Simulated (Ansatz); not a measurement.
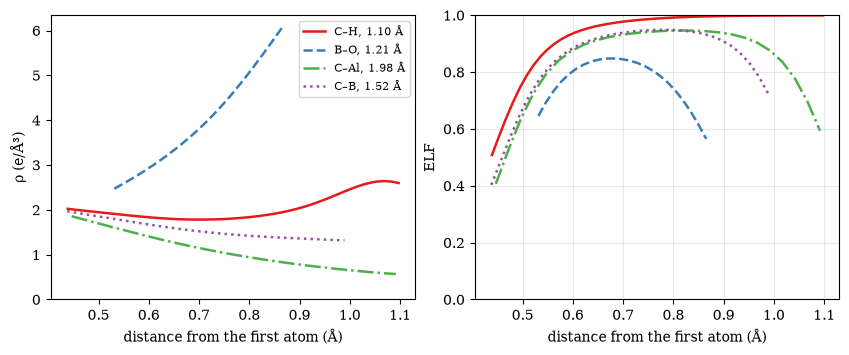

The picture shows: CH$_{4}$AlBO (SMILES O=B[CH2][AlH2]). Total electron density and ELF along straight lines between neighbouring atoms. The curves leave out the atomic cores.

Geometry: B3LYP/6-31G*.

Computed with Ansatz, isolated molecule in a Gaussian basis; Kohn-Sham density functional theory, functional PBE0.

The calculation's input:

```
crystal:
  periodic: [false, false, false]
  atoms:
    - symbol: C
      position_ang: [1.940014, 0.078604, 0.208146]
    - symbol: Al
      position_ang: [1.627120, 1.608502, -1.016651]
    - symbol: B
      position_ang: [0.744793, -0.077784, 1.137289]
    - symbol: O
      position_ang: [-0.244309, -0.135425, 1.839265]
    - symbol: H
      position_ang: [2.072209, -0.843295, -0.371659]
    - symbol: H
      position_ang: [2.843364, 0.255740, 0.804856]
    - symbol: H
      position_ang: [2.116328, 3.053099, -0.580803]
    - symbol: H
      position_ang: [0.907403, 1.344764, -2.405378]
basis:
  gaussian:
    orbitals: def2-TZVPD
hamiltonian:
  xc: pbe0
output: {forces: true, orbitals: {seedname: orbitals}}
```

Launched as:

```sh
ansatz run input.yaml --threads 1 --pin off --max-ram 2610MiB --events-out events.jsonl --progress --plain --runs-dir runs
```

Q: What can be read from the curves?

A: C–H (1.10 Å): the density is about 1.9 e/Å³ at the midpoint; the ELF climbs to about 1 towards the hydrogen, as it does in any bond to H; a covalent bond by its length.
B–O (1.21 Å): the density is about 3 e/Å³ at the midpoint; the ELF peaks at about 0.85 between the atoms: a short, strongly polar bond.
C–Al (1.98 Å): the density is about 0.66 e/Å³ at the midpoint; the ELF peaks at about 0.95 between the atoms, as expected for a polar covalent bond.
C–B (1.52 Å): the density is about 1.5 e/Å³ at the midpoint; the ELF peaks at about 0.95 between the atoms, as expected for localised, covalent bonding.
